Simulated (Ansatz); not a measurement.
## CSO (R3m): relaxing the cell for a phonon run

Wanted: the relaxed cell of CSO (R3m).

Main program and level: Ansatz 0.2.0; DFT PBEsol, scalar-relativistic, plane waves, norm-conserving pseudopotentials.

### Step 1. The starting structure

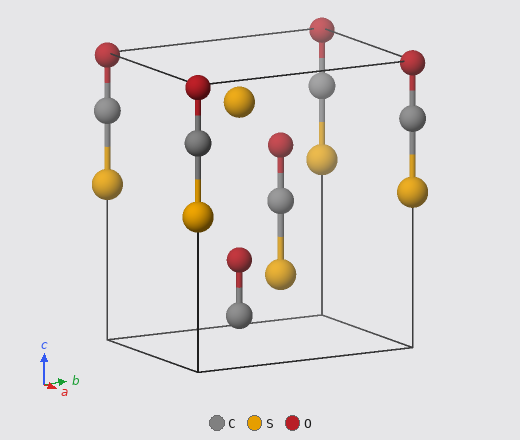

Start, viewed slightly off an axis; carbon grey, sulfur orange, oxygen red. This picture shows the conventional cell, with its axes. Bonds to atoms that aren't drawn are left out. Some periodic images of atoms are drawn too.

### Step 2. A coarse first look

A quick single point on a coarse mesh tells whether the cell has a gap and how far it is from rest, which sets the k mesh and smearing that follow.

File input.yaml:

```yaml
crystal:
  lattice:
    - [3.2939890256, 1.9017854507, 2.0235195782]
    - [-3.2939890256, 1.9017854507, 2.0235195782]
    - [0.0, -3.8035709013, 2.0235195782]
  atoms:
    - { symbol: C, position: [0.797703, 0.797703, 0.797703] }
    - { symbol: S, position: [0.541004, 0.541004, 0.541004] }
    - { symbol: O, position: [0.991493, 0.991493, 0.991493] }
kpoints:
  mp_grid: { grid: [6, 6, 6] }
hamiltonian:
  xc: pbesol
  pseudopotentials: { kind: nc }
scf:
  occupations: { method: gaussian, width: 0.1 }
output:
  forces: true
  stress: true
  eigenvalues: true
```

Launch:

```console
$ ansatz run input.yaml --threads 4 --pin off --max-ram 7168MiB --backend cpu --events-out ev --progress --plain --runs-dir out
```

Numbers of over 12 decimals in the logs are rounded to 6 here.

The log of the run:

```text
Engine: ansatz 0.2.0, aarch64-unknown-linux-gnu
Pseudopotentials: kind: nc
Pseudopotential: C, nc, valence charge 4, recommended cutoff 1115.666836 eV (normal), C.nc.azcp (PseudoDojo's, or run here from an input of PseudoDojo's: the run reads no file of this project's for it)
[...]
--- Band table (eV; the first three rows and the last of 32) ---
  k-point 0: bands = [... 4 lower, -5.8908, -5.8117, -1.8968, -1.8968, 3.1792, 3.1792, 3.8571, 6.7922]
  k-point 1: bands = [... 4 lower, -5.8941, -5.8697, -1.9753, -1.8639, 3.2089, 3.2720, 4.3177, 6.7736]
  k-point 2: bands = [... 4 lower, -5.9636, -5.9007, -2.1219, -1.7968, 3.2677, 3.5589, 5.3388, 6.7424]
  k-point 31: bands = [... 4 lower, -6.2210, -6.2210, -2.2465, -2.2465, 3.9200, 3.9200, 5.8091, 7.8206]
[key lines of the parts left out:]
SCF converged after 9 iterations
Free energy (F): -910.931269 eV
Fermi energy:    0.689044 eV
P = ⅓ Tr σ = -0.7061 GPa (-7.061 kbar)
```

The job ended after 3 s (4 threads of Arm Neoverse V1, shared host; peak memory 0.45 GiB).

Numbers from this step:

```
pressure           : -0.7061 GPa
gap on the k-mesh  : 4.905 eV
volume per atom    : 25.35 Å³
direct gap on mesh : 5.044 eV
```

The coarse mesh shows a gap of 4.90 eV and a pressure of -0.7 GPa.

### Step 3. Coarse relaxation

A rough relaxation comes first, because large forces or stress need no tight tolerances yet.

Changes to input.yaml since step 2:

```diff
@@ -20 +20,6 @@
   eigenvalues: true
+relax:
+  adjacent_minimum: "off"
+  f_tol: 0.05
+  max_steps: 80
+  cell: { stress_tol: 0.5 }
```

The log of the run:

```text
[...]
Crystal: 3 atoms, lattice volume = 76.058 Å³
Basis set: ecut = 1142.878222 eV, 6671 PW (Γ), exchange–correlation on 96×96×96 points (8 copies of the dense FFT grid, shifted against one another)
Bands: 12, of which v1, the nominal top of the filled ones, is band 8 counted from 1 (7 counted from 0)
Symmetry: 6 space group operations
[...]
F+E_penalty+E_count = -910.93690031 eV   max|allowed force component| = 3.842e-2 eV/Å   (the final SCF, on the basis selected at the relaxed cell)
  cell:  # Å, volume = 75.0902 Å³
    - [3.285908, 1.897120, 2.007622]
    - [-3.285908, 1.897120, 2.007622]
    - [0, -3.794240, 2.007622]
  atoms:
    - { symbol: C, position: [0.798638, 0.798638, 0.798638] }
    - { symbol: S, position: [0.539377, 0.539377, 0.539377] }
    - { symbol: O, position: [0.992185, 0.992185, 0.992185] }
[key lines of the parts left out:]
SCF converged after 6 iterations
Free energy (F): -910.936900 eV
Fermi energy:    0.795585 eV
P = ⅓ Tr σ = 0.0191 GPa (0.191 kbar)
```

It took 14 s on 4 threads; peak memory 0.51 GiB.

Step by step:

| step | energy less that of the first step (eV) | largest force component (eV/Å) | pressure (GPa) | volume (Å³) |
| --- | --- | --- | --- | --- |
| 1 | 0.0000 | 1.0515 | -0.71 | 76.06 |
| 2 | -0.0051 | 0.2905 | -0.08 | 75.59 |
| 3 | -0.0057 | 0.0383 | 0.02 | 75.09 |
| 4* | -0.0056 | 0.0384 | 0.02 | 75.09 |

Relaxation steps marked * repeat the geometry before them on a plane-wave basis chosen anew for their cell, so energy and pressure can jump there.

Forces are held to the 6 operations that the run works with; a distortion that breaks them can't arise in this run.

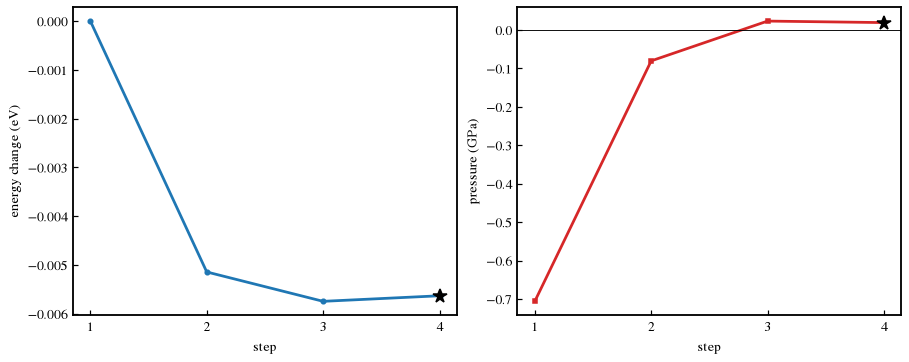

Energy and pressure along the relaxation. Stars mark steps on a basis chosen anew.

| conventional cell, symmetrised | before | after | change |
| --- | --- | --- | --- |
| a (Å) | 6.588 | 6.572 | -0.2 % |
| b (Å) | 6.588 | 6.572 | -0.2 % |
| c (Å) | 6.071 | 6.023 | -0.8 % |
| volume (Å³/atom) | 25.35 | 25.03 | -1.3 % |

The relaxed structure:

```cif
data_structure
_symmetry_space_group_name_H-M 'P 1'
_symmetry_Int_Tables_number 1
_cell_length_a 4.2926
_cell_length_b 4.2926
_cell_length_c 4.2926
_cell_angle_alpha 99.898
_cell_angle_beta 99.898
_cell_angle_gamma 99.898
_cell_volume 75.09
loop_
_atom_site_label
_atom_site_type_symbol
_atom_site_fract_x
_atom_site_fract_y
_atom_site_fract_z
_atom_site_occupancy
C1 C 0.79864 0.79864 0.79864 1
S2 S 0.53938 0.53938 0.53938 1
O3 O 0.99219 0.99219 0.99219 1
```

This step gave:

```yaml
pressure: 0.01905 GPa
volume_per_atom: 25.03 Å³
direct_gap_on_mesh: 5.043 eV
```

In this step the volume went from 25.35 to 25.03 Å³/atom.

### Step 4. Relaxation

Harmonic phonons are second derivatives at a point where the forces vanish, and they are wanted at zero stress, so atoms and cell are relaxed first.

input.yaml, the sections that differ from step 3:

```yaml
crystal:
  lattice:
    - [3.2859082108, 1.8971199901, 2.0076220643]
    - [-3.2859082108, 1.8971199901, 2.0076220643]
    - [0.0, -3.7942399801, 2.0076220644]
  atoms:
    - { symbol: C, position: [0.7986380515, 0.7986380515, 0.7986380515] }
    - { symbol: S, position: [0.5393768522, 0.5393768522, 0.5393768522] }
    - { symbol: O, position: [0.9921850963, 0.9921850963, 0.9921850963] }
scf:
  occupations: { method: gaussian, width: 0.02 }
relax:
  adjacent_minimum: "off"
  f_tol: 0.005
  max_steps: 80
  cell: { stress_tol: 0.05 }
# kpoints, hamiltonian, output: as in step 3
```

The log of the run:

```text
[...]
Crystal: 3 atoms, lattice volume = 75.090 Å³
Basis set: ecut = 1142.878222 eV, 6599 PW (Γ), exchange–correlation on 96×96×96 points (8 copies of the dense FFT grid, shifted against one another)
Bands: 12, of which v1, the nominal top of the filled ones, is band 8 counted from 1 (7 counted from 0)
Symmetry: 6 space group operations
[...]
k-points: 32 of 216 (time reversal used)
[...]
SCF iter   1: F=—  HF=-911.863428 eV  |F-HF|=—  |Δ(HF+E_count)|=         —  Δρ=6.05e-2  dr2=2.52e0  ethr=3.10e-3  ⟨swp⟩=7.5  Hψ=3433  notcnv=0
[...]
SCF iter   9: F=-910.936900 eV  HF=-910.936900 eV  |F-HF|=1.37e-8  |Δ(HF+E_count)|=   4.37e-8  Δρ=6.22e-6  dr2=2.80e-8  ethr=6.25e-10  ⟨swp⟩=8.0  Hψ=2502  notcnv=0
SCF 1 converged in 9 iterations: F = -910.936900 eV  dr2 = 2.80e-8
relax step   1: F+E_penalty+E_count = -910.93690030 eV  Δ(F+E_penalty+E_count) = +0.000e0 eV  max|allowed force component| = 3.830e-2 eV/Å  Δτ_max = 0.0000 Å  P = +0.019 GPa  Ω = 75.090 Å³  (9 SCF iters, dr2 threshold 1.00e-7 eV, accepted)
Crystal: 3 atoms, lattice volume = 74.795 Å³
Basis set: ecut = 1142.878222 eV, 6575 PW (Γ), exchange–correlation on 96×96×96 points (8 copies of the dense FFT grid, shifted against one another)
[...]
SCF iter   5: F=-910.937055 eV  HF=-910.937055 eV  |F-HF|=8.54e-9  |Δ(HF+E_count)|=   1.70e-7  Δρ=1.30e-5  dr2=3.67e-8  ethr=5.73e-10  ⟨swp⟩=5.0  Hψ=2071  notcnv=0
SCF 2 converged in 5 iterations: F = -910.937055 eV  dr2 = 3.67e-8
relax step   2: F+E_penalty+E_count = -910.93705453 eV  Δ(F+E_penalty+E_count) = -1.542e-4 eV  max|allowed force component| = 1.761e-2 eV/Å  Δτ_max = 0.0033 Å  P = -0.019 GPa  Ω = 74.795 Å³  energy of the carried Pulay correction = +3.852e-5 eV  (5 SCF iters, dr2 threshold 9.17e-8 eV, accepted)
Crystal: 3 atoms, lattice volume = 73.754 Å³
Basis set: ecut = 1142.878222 eV, 6485 PW (Γ), exchange–correlation on 96×96×96 points (8 copies of the dense FFT grid, shifted against one another)
[...]
SCF iter   7: F=-910.937366 eV  HF=-910.937366 eV  |F-HF|=2.27e-10  |Δ(HF+E_count)|=   4.67e-9  Δρ=1.44e-6  dr2=8.28e-10  ethr=1.21e-10  ⟨swp⟩=6.3  Hψ=2002  notcnv=0
SCF 3 converged in 7 iterations: F = -910.937366 eV  dr2 = 8.28e-10
relax step   3: F+E_penalty+E_count = -910.93736563 eV  Δ(F+E_penalty+E_count) = -3.111e-4 eV  max|allowed force component| = 1.609e-2 eV/Å  Δτ_max = 0.0103 Å  P = -0.040 GPa  Ω = 73.754 Å³  energy of the carried Pulay correction = +1.755e-4 eV  (7 SCF iters, dr2 threshold 1.94e-8 eV, accepted)
[...]
relax step   4: F+E_penalty+E_count = -910.93739992 eV  Δ(F+E_penalty+E_count) = -3.430e-5 eV  max|allowed force component| = 9.738e-3 eV/Å  Δτ_max = 0.0006 Å  P = -0.022 GPa  Ω = 73.590 Å³  energy of the carried Pulay correction = +1.971e-4 eV  (5 SCF iters, dr2 threshold 1.77e-8 eV, accepted)
[...]
relax step   5: F+E_penalty+E_count = -910.93746013 eV  Δ(F+E_penalty+E_count) = -6.021e-5 eV  max|allowed force component| = 9.147e-3 eV/Å  Δτ_max = 0.0003 Å  P = +0.017 GPa  Ω = 73.287 Å³  energy of the carried Pulay correction = +2.374e-4 eV  (6 SCF iters, dr2 threshold 5.93e-9 eV, accepted)
[...]
relax step   6: F+E_penalty+E_count = -910.93748715 eV  Δ(F+E_penalty+E_count) = -2.702e-5 eV  max|allowed force component| = 3.141e-3 eV/Å  Δτ_max = 0.0012 Å  P = -0.003 GPa  Ω = 73.161 Å³  energy of the carried Pulay correction = +2.543e-4 eV  (5 SCF iters, dr2 threshold 1.04e-8 eV, accepted)
[...]
SCF iter   8: F=-910.937280 eV  HF=-910.937280 eV  |F-HF|=1.23e-11  |Δ(HF+E_count)|=  3.64e-12  Δρ=1.69e-7  dr2=1.95e-11  ethr=1.00e-12  ⟨swp⟩=7.0  Hψ=1984  notcnv=0
SCF 7 converged in 8 iterations: F = -910.937280 eV  dr2 = 1.95e-11
relax step   7: F+E_penalty+E_count = -910.93728048 eV  Δ(F+E_penalty+E_count) = +2.067e-4 eV  max|allowed force component| = 3.020e-3 eV/Å  Δτ_max = 0.0000 Å  P = -0.010 GPa  Ω = 73.161 Å³  stress off target by 1.20e-2 GPa  SCF on the basis re-selected at this cell (its energy is not comparable with the rows above)  (8 SCF iters)
[...]
SCF converged after 8 iterations
Free energy (F): -910.937280 eV
[...]
Internal energy: -910.937280 eV  (E = F + TS)
E sigma→0 (E₀):  -910.937280 eV
Fermi energy:    0.940661 eV
[...]
--- Forces (eV/Å), atoms counted from 1 ---
  atom   1  C      0.00000000    -0.00000000    -0.00291911
  atom   2  S     -0.00000000     0.00000000     0.00301979
  atom   3  O      0.00000000    -0.00000000    -0.00010024
  max |Σ_I F_I| component: 4.41e-7 eV/Å
--- Stress (GPa, compression-positive) ---
       -0.009065      -0.000000       0.000000
        0.000000      -0.009065      -0.000000
        0.000000      -0.000000      -0.012027
  P = ⅓ Tr σ = -0.0101 GPa (-0.101 kbar)
--- Band table (eV; the first three rows and the last of 32) ---
  k-point 0: bands = [... 4 lower, -5.7677, -5.5501, -1.6310, -1.6310, 3.4051, 3.4051, 4.1147, 7.0431]
  k-point 1: bands = [... 4 lower, -5.7712, -5.6503, -1.7259, -1.5971, 3.4444, 3.5144, 4.5949, 7.0291]
  k-point 2: bands = [... 4 lower, -5.7975, -5.7782, -1.9000, -1.5281, 3.5238, 3.8346, 5.6503, 7.0100]
  k-point 31: bands = [... 4 lower, -6.1134, -6.0866, -2.0467, -2.0467, 4.2228, 4.2228, 6.0492, 8.1024]
--- Relaxed structure (6 steps of the walk, 6 accepted, 1 SCFs on fresh bases) ---
[...]
cell:  # Å, volume = 73.1610 Å³
    - [3.257194, 1.880542, 1.990683]
    - [-3.257194, 1.880542, 1.990683]
    - [0, -3.761083, 1.990683]
  atoms:
    - { symbol: C, position: [0.798846, 0.798846, 0.798846] }
    - { symbol: S, position: [0.537259, 0.537259, 0.537259] }
    - { symbol: O, position: [0.994095, 0.994095, 0.994095] }
```

It took 23 s on 4 threads; peak memory 0.52 GiB; 91 s of CPU time.

Step by step:

| step | energy less that of the first step (eV) | largest force component (eV/Å) | pressure (GPa) | volume (Å³) |
| --- | --- | --- | --- | --- |
| 1 | 0.0000 | 0.0383 | 0.02 | 75.09 |
| 2 | -0.0002 | 0.0176 | -0.02 | 74.79 |
| 3 | -0.0005 | 0.0161 | -0.04 | 73.75 |
| 4 | -0.0005 | 0.0097 | -0.02 | 73.59 |
| 5 | -0.0006 | 0.0091 | 0.02 | 73.29 |
| 6 | -0.0006 | 0.0031 | 0.00 | 73.16 |
| 7* | -0.0004 | 0.0030 | -0.01 | 73.16 |

Relaxation steps marked * repeat the geometry before them on a plane-wave basis chosen anew for their cell, so energy and pressure can jump there.

Forces are held to the 6 operations that the run works with; a distortion that breaks them can't arise in this run.

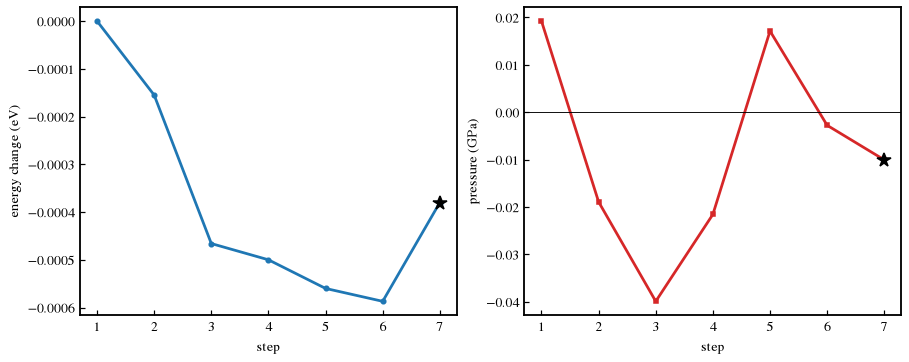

Energy and pressure along the relaxation. Stars mark steps on a basis chosen anew.

```
conventional cell, symmetrised  before  after  change
                         a (Å)   6.572  6.514  -0.9 %
                         b (Å)   6.572  6.514  -0.9 %
                         c (Å)   6.023  5.972  -0.8 %
              volume (Å³/atom)   25.03  24.39  -2.6 %
```

The atoms that moved most (Å, as changes of fractional coordinates times the final cell):

```csv
atom,dx,dy,dz,length
S2,0.000,0.000,-0.013,0.013
O3,0.000,0.000,0.011,0.011
```

Final coordinates:

```xyz
3
Lattice="3.2572 1.8805 1.9907 -3.2572 1.8805 1.9907 0.0000 -3.7611 1.9907" Properties=species:S:1:pos:R:3 pbc="T T T"
C     0.0000    0.0000    4.7707
S     0.0000    0.0000    3.2085
O     0.0000    0.0000    5.9368
```

This step gave:

- pressure: -0.01005 GPa
- gap on the k-mesh: 4.867 eV
- volume per atom: 24.39 Å³
- direct gap on mesh: 5.013 eV

In this step the volume went from 25.03 to 24.39 Å³/atom.

### Step 5. Tight relaxation

Phonons need a cell at rest on their own settings, so the relaxation is repeated with tight tolerances on forces and stress on the k mesh and occupations of the first response run.

input.yaml, the sections that differ from step 4:

```yaml
crystal:
  lattice:
    - [3.2571936699, 1.8805416421, 1.9906826954]
    - [-3.2571936699, 1.8805416421, 1.9906826954]
    - [0.0, -3.7610832842, 1.9906826955]
  atoms:
    - { symbol: C, position: [0.7988461305, 0.7988461305, 0.7988461305] }
    - { symbol: S, position: [0.5372588681, 0.5372588681, 0.5372588681] }
    - { symbol: O, position: [0.9940950014, 0.9940950014, 0.9940950014] }
scf:
  occupations: { method: fixed }
relax:
  adjacent_minimum: "off"
  f_tol: 0.001
  max_steps: 60
  cell: { stress_tol: 0.01 }
# kpoints, hamiltonian, output: as in step 4
```

The log of the run:

```text
[...]
Crystal: 3 atoms, lattice volume = 73.161 Å³
Basis set: ecut = 1142.878222 eV, 6431 PW (Γ), exchange–correlation on 96×96×96 points (8 copies of the dense FFT grid, shifted against one another)
Bands: 12, of which v1, the nominal top of the filled ones, is band 8 counted from 1 (7 counted from 0)
Symmetry: 6 space group operations
[...]
--- Relaxed structure (5 steps of the walk, 5 accepted, 1 SCFs on fresh bases) ---
[...]
cell:  # Å, volume = 72.8458 Å³
    - [3.250324, 1.876575, 1.990492]
    - [-3.250324, 1.876575, 1.990492]
    - [0, -3.753151, 1.990492]
  atoms:
    - { symbol: C, position: [0.798844, 0.798844, 0.798844] }
    - { symbol: S, position: [0.537243, 0.537243, 0.537243] }
    - { symbol: O, position: [0.994113, 0.994113, 0.994113] }
[key lines of the parts left out:]
SCF converged after 10 iterations
Free energy (F): -910.937291 eV
Fermi energy:    -1.465508 eV
P = ⅓ Tr σ = -0.0017 GPa (-0.017 kbar)
```

Elapsed: 20 s, on 4 threads; peak memory 0.52 GiB; 78 s of CPU time.

Step by step:

```csv
step,energy less that of the first step (eV),largest force component (eV/Å),pressure (GPa),volume (Å³)
1,0.0000,0.0031,-0.01,73.16
2,0.0000,0.0017,-0.01,73.12
3,-0.0001,0.0041,0.01,72.83
4,-0.0001,0.0019,0.00,72.84
5,-0.0001,0.0002,0.00,72.85
6*,0.0000,0.0002,0.00,72.85
```

Relaxation steps marked * repeat the geometry before them on a plane-wave basis chosen anew for their cell, so energy and pressure can jump there.

The run keeps the 6 symmetry operations that it works with, so distortions that break them were not tested.

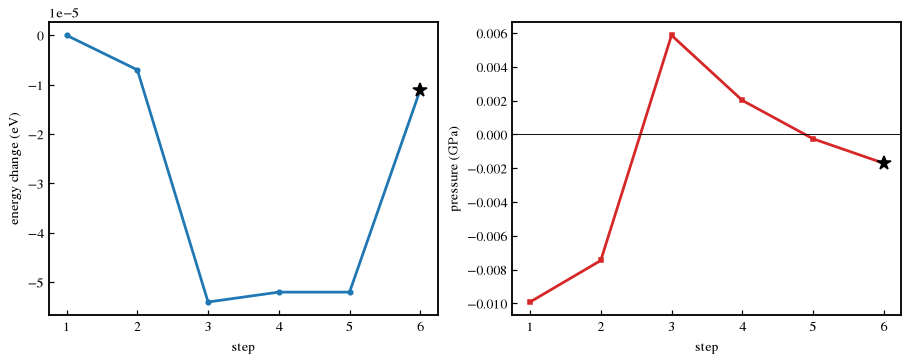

Energy and pressure along the relaxation. Stars mark steps on a basis chosen anew.

| conventional cell, symmetrised | before | after | change |
| --- | --- | --- | --- |
| a (Å) | 6.514 | 6.501 | -0.2 % |
| b (Å) | 6.514 | 6.501 | -0.2 % |
| c (Å) | 5.972 | 5.971 | -0.0 % |
| volume (Å³/atom) | 24.39 | 24.28 | -0.4 % |

Final coordinates:

```xyz
3
Lattice="3.2503 1.8766 1.9905 -3.2503 1.8766 1.9905 0.0000 -3.7532 1.9905" Properties=species:S:1:pos:R:3 pbc="T T T"
C     0.0000    0.0000    4.7703
S     0.0000    0.0000    3.2081
O     0.0000    0.0000    5.9363
```

Numbers from this step:

```
pressure           : -0.001702 GPa
gap on the k-mesh  : 4.863 eV
volume per atom    : 24.28 Å³
direct gap on mesh : 5.011 eV
```

The largest force component left is 0.24 meV/Å and the pressure is -0.002 GPa, within the tolerances set. The cell now holds 24.28 Å³/atom.

### Step 6. What came out

| Quantity | Value |
| --- | --- |
| space group after relaxation (within 0.01 Å) | R3m |
| lattice constant a | 6.501 Å |
| lattice constant b | 6.501 Å |
| lattice constant c | 5.971 Å |
| volume per atom | 24.3 Å³ |
| gap on the k-mesh | 4.86 eV |

The largest force component left is 0.24 meV/Å and the pressure is -0.002 GPa, within the tolerances set. The cell now holds 24.28 Å³/atom. The relaxation keeps the symmetry of its start, so it says nothing on stability against lower symmetry. Molecules or layers are held here by dispersion, which a functional without a dispersion term lacks, so the volume and the soft modes are poorly fixed (LDA binds such crystals far too tightly, GGAs too loosely).

[Logs are printed without paths, hosts, clocks, repeated set-up lines and the standing remarks that a program may print on its own settings, such as how far it seeks lower states.]

[Hosts, paths, dates, database ids (printed as entryN), source tags and the programs' standing remarks are cut or masked in the printed files.]
